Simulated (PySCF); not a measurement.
## EPR calculation of CH₆OSi₂

System: CH₆OSi₂, multiplicity 3, SMILES O[Si]C[SiH3].
Method: UKS B3LYP, IGLO-III on C O Si, pcH-1 on H, non-relativistic, mean-field spin-orbit, GIAO (PySCF 2.14.0).

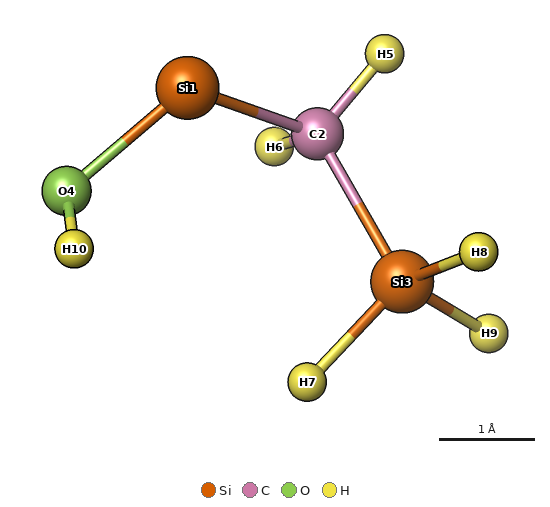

*The structure as given in the input (ball-and-stick view, seen at a tilt; atoms are numbered from 1 in the order of the input).*

**Input file**
```
{"job": {"kind": "epr"}, "charge": 0, "multiplicity": 3}
Si    -0.365304     0.408736     1.748409
C     -0.674598     0.812181    -0.086061
Si     0.610774    -0.037375    -1.173524
O     -0.551028    -1.199705     2.194126
H     -0.612103     1.906157    -0.204442
H     -1.702045     0.504971    -0.345778
H      0.704631    -1.484572    -0.808616
H      1.944815     0.599048    -0.957180
H      0.255092     0.056990    -2.627197
H      0.268124    -1.706326     2.223796
```

The first line tells a small driver script what to run in PySCF; the rest is the geometry in Å.

Command:
```bash
OMP_NUM_THREADS=1 python <driver script> task.json out
```

**Log**
```
UKS, coarse grid
  cycle   1  E = -695.84523838  |g| = 6.00e-01
  cycle   2  E = -695.34230031  |g| = 1.24e+00
  cycle   3  E = -695.96683869  |g| = 1.50e-01
  cycle   4  E = -695.97446212  |g| = 8.50e-02
  cycle   5  E = -695.97811227  |g| = 1.29e-02
  cycle   6  E = -695.97821393  |g| = 3.93e-03
  cycle   7  E = -695.97822641  |g| = 1.26e-03
  cycle   8  E = -695.97822801  |g| = 4.70e-04
UKS, final grid
  cycle   1  E = -695.97821814  |g| = 6.18e-04
  cycle   2  E = -695.97821786  |g| = 1.13e-03
  cycle   3  E = -695.97821831  |g| = 9.53e-05
  cycle   4  E = -695.97821831  |g| = 3.03e-05
  cycle   5  E = -695.97821832  |g| = 2.52e-05
E = -695.97821832 Eh   <S^2> = 2.0025 (exact 2.0000)
g shifts (ppm)      1          2          3
  rmc          -156       -156       -156
  gc             32         13         42
  oz_so       -2304        -41        340
  total       -2428       -184        225
hyperfine (MHz)  atom isotope    a_iso     a_fc   dipolar eigenvalues
    0  29Si    -517.59    -519.01    -74.85     -2.70     77.54
    1   13C      55.12      55.12    -10.18     -7.95     18.13
    2  29Si     -32.85     -32.87     -4.36      1.77      2.59
    3   17O     -28.45     -28.41    -17.32      4.29     13.04
    4    1H      -6.56      -6.56     -5.80     -2.62      8.42
    5    1H      29.85      29.85     -6.43     -0.57      7.00
    6    1H      -0.85      -0.85     -1.79     -1.01      2.80
    7    1H      -0.91      -0.91     -2.08     -0.83      2.91
    8    1H      20.04      20.04     -1.20     -0.62      1.82
    9    1H      21.22      21.21     -7.85     -3.37     11.21
zero-field splitting (cm-1)  D = -0.4071  E = -0.0456  (spin-spin -0.1650, spin-orbit -0.5546)
```

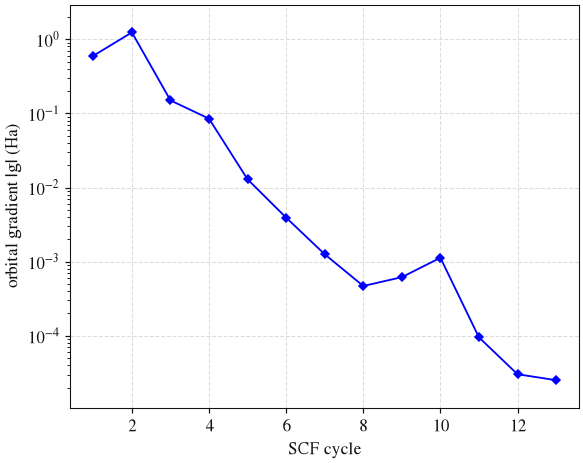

*Convergence of the self-consistent field: orbital gradient |g| against the SCF cycle.*

All cycles printed in the log are drawn one after another.

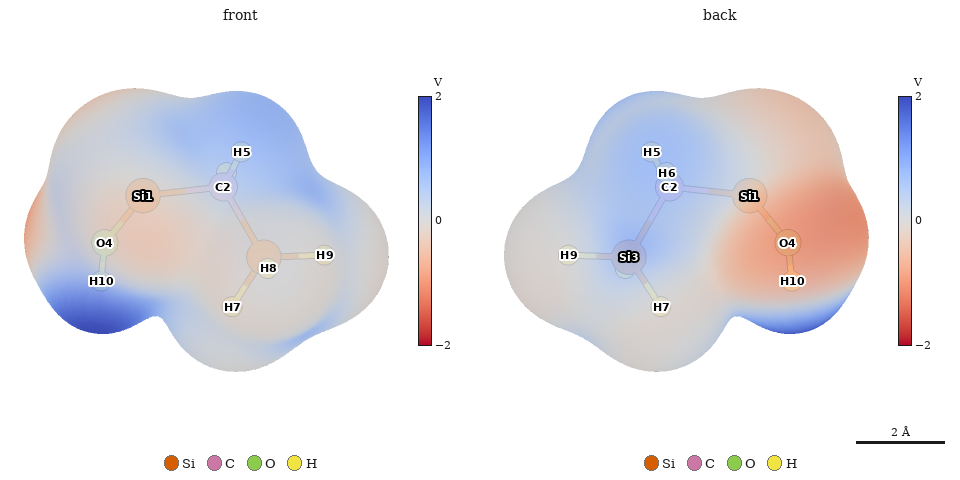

*The electrostatic potential painted on the density surface at 0.001 e/bohr³, seen face on and from behind; red is negative and blue positive.*

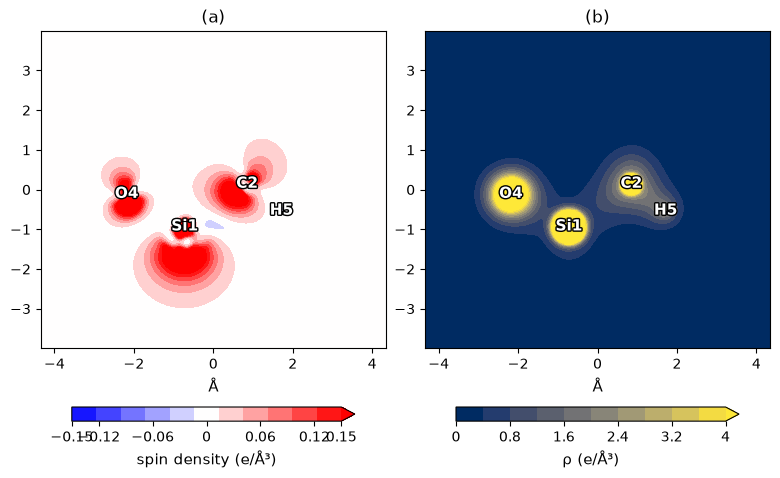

*(a) spin density (α minus β); (b) electron density on the plane of atoms Si1, C2 and H5.*

Atoms in the plane: Si, C, O and H. Si–O (1.68 Å): ρ at the midpoint is about 1.1 e/Å³. C–H (1.10 Å): ρ at the midpoint is about 1.9 e/Å³. The unpaired spin (2 electrons) lies mostly on Si1 (about 1.5), C2 (about 0.2), O4 (about 0.2) and Si3 (about 0.1), in electrons by Hirshfeld's partition.

**Key numbers**

```csv
quantity,value
outcome,converged
total energy,−695.978218 hartree
⟨S²⟩,2.002
isotropic g,2.0015
hardware,"1 CPU thread, shared host"
wall time,42 s
peak memory,0.77 GiB
```
